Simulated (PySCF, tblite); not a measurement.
# C₁₁H₈BN: excited states

What do calculations give for the excited states of C₁₁H₈BN (`B1c2ccccc2-c2cccnc21`)?

Computed with tblite 0.8.0 and PySCF 2.14.0 and routines of our own; the level stands in each step. Atoms count from 0.

## 1. The system as given

21 atoms, charge 0, multiplicity 1; geometry from: force field or distance geometry start.

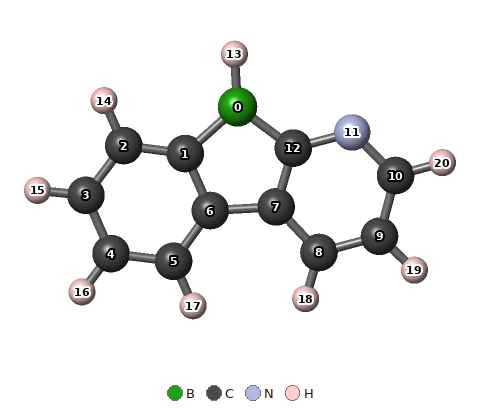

The starting geometry (boron green, carbon dark grey, nitrogen light blue, hydrogen pink).

## 2. Optimising the geometry with GFN2-xTB

Job settings and geometry (Å):

```
{"job": {"kind": "relax", "xc": "GFN2-xTB", "basis": "xTB"}, "charge": 0, "multiplicity": 1}
B      0.169800     1.992800    -0.409900
C     -1.061200     1.042500    -0.207500
C     -2.412800     1.312900    -0.232000
C     -3.327000     0.273200    -0.018100
C     -2.857000    -1.038800     0.255700
C     -1.481900    -1.302400     0.280200
C     -0.590800    -0.242800     0.052600
C      0.875500    -0.256800     0.043500
C      1.757600    -1.323900     0.243000
C      3.124500    -1.056300     0.173300
C      3.572700     0.251900    -0.104600
N      2.675700     1.262300    -0.294100
C      1.344400     1.008200    -0.214800
H      0.179700     3.152100    -0.646800
H     -2.782800     2.327500    -0.431800
H     -4.393600     0.459300    -0.021600
H     -3.560400    -1.836000     0.424200
H     -1.115900    -2.307400     0.480800
H      1.392400    -2.316600     0.455600
H      3.849300    -1.851200     0.327000
H      4.632800     0.466400    -0.155200
```

Command:

```bash
$ OMP_NUM_THREADS=1 python excited_run.py task.json out
```

This one command runs all jobs of the session in turn.

What it wrote:

```text
step      E/eV     max force
  0    -863.77525    2.973
  1    -863.95481    0.914
  2    -863.98336    0.604
  3    -863.99978    0.342
  4    -864.00640    0.202
  5    -864.01031    0.122
  6    -864.01194    0.077
  7    -864.01268    0.056
  8    -864.01316    0.061
  9    -864.01359    0.050
 10    -864.01385    0.031
 11    -864.01400    0.027
 12    -864.01411    0.033
 13    -864.01421    0.032
 14    -864.01429    0.021
 15    -864.01433    0.014
 16    -864.01437    0.013
 17    -864.01441    0.018
 18    -864.01445    0.019
 19    -864.01448    0.013
 20    -864.01449    0.009
```

Run time: 0.17 s. Hardware: 1 thread of Arm Neoverse V2, shared host.

The steps of the relaxation:

| step | energy from step 0 (eV) | largest force (eV/Å) |
| --- | --- | --- |
| 0 | 0.0000 | 2.9735 |
| 1 | -0.1796 | 0.9142 |
| 2 | -0.2081 | 0.6039 |
| 3 | -0.2245 | 0.3421 |
| 4 | -0.2311 | 0.2018 |
| 5 | -0.2351 | 0.1217 |
| 6 | -0.2367 | 0.0772 |
| 7 | -0.2374 | 0.0562 |
| 8 | -0.2379 | 0.0607 |
| 9 | -0.2383 | 0.0505 |
| 10 | -0.2386 | 0.0306 |
| 11 | -0.2387 | 0.0270 |
| 12 | -0.2389 | 0.0328 |
| 13 | -0.2390 | 0.0317 |
| 14 | -0.2390 | 0.0214 |
| 15 | -0.2391 | 0.0141 |
| 16 | -0.2391 | 0.0132 |
| 17 | -0.2392 | 0.0185 |
| 18 | -0.2392 | 0.0193 |
| 19 | -0.2392 | 0.0128 |
| 20 | -0.2392 | 0.0091 |

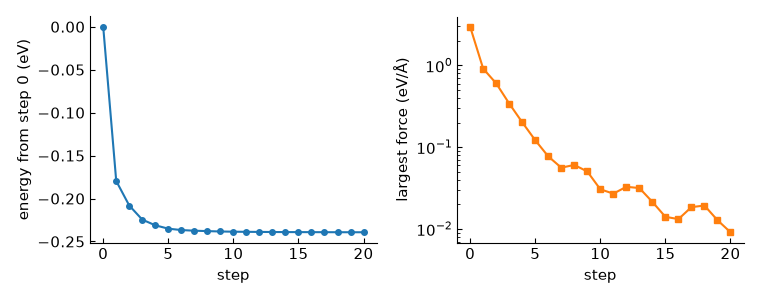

Energy and force, step by step.

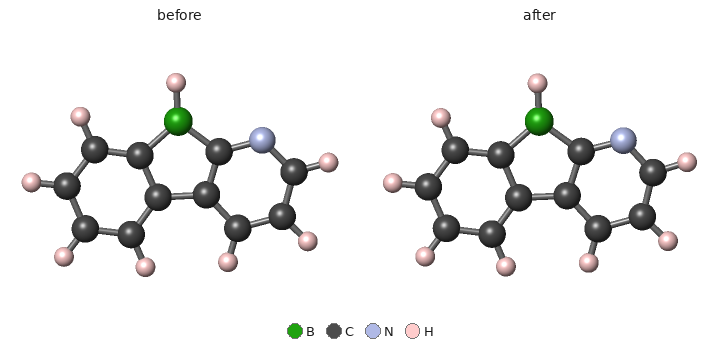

The geometry before (left) and after (right).

Close pairs (by a distance rule), those that changed most:

| bond | before (Å) | after (Å) | change (Å) |
| --- | --- | --- | --- |
| C7–C12 | 1.374 | 1.417 | +0.044 |
| C10–N11 | 1.364 | 1.326 | -0.039 |
| C3–C4 | 1.420 | 1.382 | -0.038 |
| N11–C12 | 1.358 | 1.324 | -0.033 |
| C5–C6 | 1.403 | 1.378 | -0.025 |
| B0–C12 | 1.545 | 1.570 | +0.025 |
| C9–C10 | 1.410 | 1.387 | -0.024 |
| C1–C6 | 1.393 | 1.416 | +0.023 |

The next job starts from the end point, and lists it.

## 3. Harmonic vibrations with GFN2-xTB

Job settings and geometry (Å):

```
{"job": {"kind": "ir", "xc": "GFN2-xTB", "basis": "xTB"}, "charge": 0, "multiplicity": 1}
B      0.178838     1.999773    -0.411125
C     -1.051560     1.068867    -0.204120
C     -2.417152     1.300579    -0.230702
C     -3.309164     0.256643    -0.004794
C     -2.841984    -1.019735     0.247232
C     -1.474268    -1.281760     0.279236
C     -0.593088    -0.245531     0.056634
C      0.874032    -0.278492     0.043462
C      1.745177    -1.330433     0.246704
C      3.107419    -1.054861     0.173138
C      3.518536     0.241987    -0.096507
N      2.687566     1.256314    -0.292630
C      1.387040     1.014924    -0.226705
H      0.203275     3.138542    -0.644130
H     -2.790324     2.295450    -0.427754
H     -4.372929     0.444052    -0.025785
H     -3.542714    -1.823928     0.420905
H     -1.119260    -2.283121     0.476327
H      1.393700    -2.331656     0.455714
H      3.836466    -1.836946     0.323741
H      4.571472     0.486273    -0.159311
```

What it wrote:

```text
mode    cm-1     km/mol
  1      85.9      0.02
  2      99.3      0.97
  3     187.5      0.66
  4     215.9      0.42
  5     243.9      0.12
  6     365.3      1.12
  7     379.1      1.45
  8     399.1      0.12
  9     402.9      0.00
 10     462.4      0.21
 11     527.0      2.41
 12     527.7      2.94
 13     589.4      7.62
 14     597.7      0.30
 15     645.5     64.49
 16     706.0     22.60
 17     729.5     39.19
 18     748.4      2.03
 19     775.8      0.48
 20     777.5      1.66
 21     797.7      0.05
 22     823.7     12.33
 23     880.7      0.46
 24     905.8      0.85
 25     915.2      0.05
 26     917.6      0.05
 27     928.4      0.02
 28     950.2     18.85
 29    1017.8     34.87
 30    1079.8      3.81
 31    1088.5      6.20
 32    1099.8      4.80
 33    1129.1     25.05
 34    1154.2     11.03
 35    1173.7     19.34
 36    1190.1      9.27
 37    1223.1     16.47
 38    1245.3     25.90
 39    1258.4      1.13
 40    1277.3     10.13
 41    1343.1      3.09
 42    1386.6      2.35
 43    1425.1     13.05
 44    1443.0      9.21
 45    1452.6      0.35
 46    1545.0     28.59
 47    1569.3      0.99
 48    1580.6     36.66
 49    1590.5     14.70
 50    2715.8    137.37
 51    3050.6     41.82
 52    3056.9     28.02
 53    3069.1      3.00
 54    3073.0      5.73
 55    3079.4     84.03
 56    3084.9     77.66
 57    3088.2     63.45
```

Run time: 0.94 s. Hardware: 1 thread of Arm Neoverse V2, shared host.

Which atoms move in the most intense modes:

| cm⁻¹ | km/mol | atoms |
| --- | --- | --- |
| 646 | 64.5 | H13 25 %, B0 20 % |
| 730 | 39.2 | C12 23 %, C7 10 % |
| 1581 | 36.7 | C7 19 %, C8 17 %, C1 14 %, C2 13 % |
| 2716 | 137.4 | H13 91 % |
| 3051 | 41.8 | H20 91 % |
| 3079 | 84.0 | H17 34 %, H14 26 %, H16 21 %, H15 11 % |
| 3085 | 77.7 | H19 84 % |
| 3088 | 63.5 | H15 43 %, H16 28 %, H14 12 % |

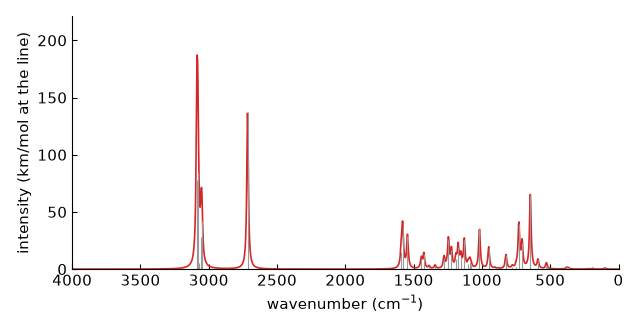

The infrared spectrum from these modes, unscaled. Lines are broadened to a width of 14 cm⁻¹ (Lorentzian).

## 4. Excited states: TDA LC-wPBE/def2-SVP

Settings changed since step 3:

```diff
@@ -1,2 +1,2 @@
-{"job": {"kind": "ir", "xc": "GFN2-xTB", "basis": "xTB"}, "charge": 0, "multiplicity": 1}
+{"job": {"kind": "states", "xc": "LC-wPBE", "basis": "def2-SVP", "tda": true, "soc": true, "nstates": 6, "ntriplets": 5, "nquad": 4}, "charge": 0, "multiplicity": 1}
 B      0.178838     1.999773    -0.411125
```

With the program's defaults for keys left out, this is: TDA LC-wPBE/def2-SVP excited states, vertical, gas phase, spin-orbit mean-field couplings.

What it wrote:

```text
coarse grid: 19056 points
cycle   1  E = -502.6876185532  dE =  3.600e+00  |g| = 4.131e-01  |ddm| = 6.069e+00
cycle   2  E = -502.7327836844  dE = -4.517e-02  |g| = 2.850e-01  |ddm| = 1.177e+00
cycle   3  E = -502.7492887454  dE = -1.651e-02  |g| = 9.695e-02  |ddm| = 4.125e-01
cycle   4  E = -502.7517950116  dE = -2.506e-03  |g| = 2.292e-02  |ddm| = 1.707e-01
cycle   5  E = -502.7519375262  dE = -1.425e-04  |g| = 7.238e-03  |ddm| = 4.064e-02
cycle   6  E = -502.7519557070  dE = -1.818e-05  |g| = 2.063e-03  |ddm| = 1.339e-02
cycle   7  E = -502.7519579736  dE = -2.267e-06  |g| = 1.268e-03  |ddm| = 5.242e-03
final grid: 188464 points
cycle   8  E = -502.8384756645  dE = -4.069e-05  |g| = 4.081e-03  |ddm| = 3.647e-02
cycle   9  E = -502.8384783046  dE = -2.640e-06  |g| = 3.019e-03  |ddm| = 9.250e-03
cycle  10  E = -502.8384803340  dE = -2.029e-06  |g| = 6.267e-04  |ddm| = 3.199e-03
cycle  11  E = -502.8384804480  dE = -1.140e-07  |g| = 2.438e-04  |ddm| = 1.048e-03
cycle  12  E = -502.8384804581  dE = -1.011e-08  |g| = 5.950e-05  |ddm| = 4.541e-04
cycle  13  E = -502.8384804613  dE = -3.253e-09  |g| = 3.087e-05  |ddm| = 1.463e-04
cycle  14  E = -502.8384804627  dE = -1.420e-09  |g| = 1.511e-05  |ddm| = 1.025e-04
cycle  15  E = -502.8384804631  dE = -3.968e-10  |g| = 5.916e-06  |ddm| = 6.161e-05
converged SCF energy = -502.8384804631

Singlet excitations
state   eV       nm        f     d(h-e)  d(exc)  Lambda  PR(NTO)  |dmu|/D   mu/D   main configurations
  1   3.4491   359.5   0.00012   0.846   3.351   0.643   1.057    2.580    5.377   H->L 0.94
  2   3.6140   343.1   0.00112   1.223   2.983   0.407   1.030    3.767    3.473   H-1->L 0.88
  3   4.7683   260.0   0.00318   0.532   3.281   0.656   2.036    1.610    4.289   H-2->L 0.55, H->L+1 0.32
  4   4.9733   249.3   0.00387   1.133   2.851   0.414   1.078    2.672    0.413   H-1->L+1 0.75, H-1->L+3 0.14
  5   5.2739   235.1   0.00004   0.389   2.773   0.500   1.148                     H-5->L 0.84
  6   5.3704   230.9   0.24121   0.307   3.020   0.693   2.263                     H->L+1 0.24, H->L+2 0.17, H-4->L 0.16

Triplet excitations (Tamm-Dancoff)
state   eV     d(h-e)  d(exc)  Lambda  PR(NTO)   main configurations
  1   2.5256   0.408   3.067   0.657   1.230   H->L 0.81
  2   3.0844   1.014   2.782   0.409   1.053   H-1->L 0.74, H-1->L+2 0.10
  3   3.7572   0.508   2.791   0.683   1.572   H-2->L 0.40, H-3->L 0.21, H-2->L+2 0.16
  4   3.9202   0.266   3.139   0.721   1.458   H->L+1 0.75
  5   4.0741   0.425   2.853   0.685   1.912   H-2->L 0.29, H-3->L 0.26, H->L+2 0.10
S1 - T1 = 0.9234 eV

Spin-orbit couplings |<S|Hso|T>| (cm-1)
             T1       T2       T3       T4       T5
S0        0.020   19.046    0.013    0.005    0.010
S1        0.003    0.439    0.021    0.012    0.014
S2        0.571    0.569    0.547    0.153    4.263
S3        0.010    2.642    0.030    0.010    0.019
S4        1.403    0.682    0.668    2.293    2.835
S5        1.635    6.230    0.937    1.148    1.618
S6        0.033    3.601    0.013    0.020    0.038
T1 sublevels (cm-1): 0.000 0.000 0.000   radiative rates (1/s): 0.0113 5.65e-06 6.24e-05
```

It took 96 s on 1 thread of Arm Neoverse V2, shared host; peak memory 1.1 GiB.

From this job:

| quantity | value |
| --- | --- |
| S1 less T1 | 0.92 eV |

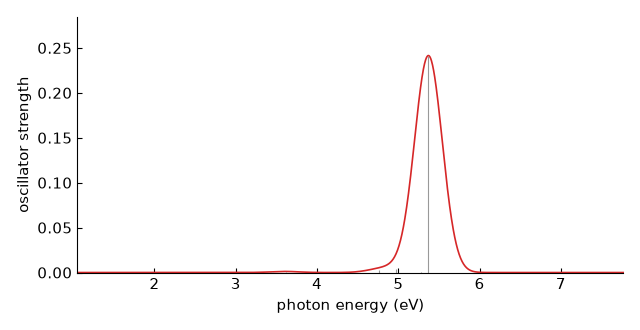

Absorption lines of the singlets. Lines are broadened to a width of 0.40 eV (Gaussian).

## 5. Results

```
                                 quantity                  value
strongest single infrared mode (GFN2-xTB)  2716 cm⁻¹, 137 km/mol
             zero-point energy (GFN2-xTB)          97.3 kcal/mol
S1 less T1 (step 4, TDA LC-wPBE/def2-SVP)                0.92 eV
```

In words: All 57 modes are real, so the xTB geometry is a minimum. The strongest single mode, at 2716 cm⁻¹, moves mainly H13. Unscaled tight-binding wavenumbers are off by several per cent, some by more. Its intensities can rank the bands wrongly. In step 4, the number of triplets below S1 is 2, and the largest singlet-triplet spin-orbit coupling is S0–T2, 19.05 cm⁻¹.
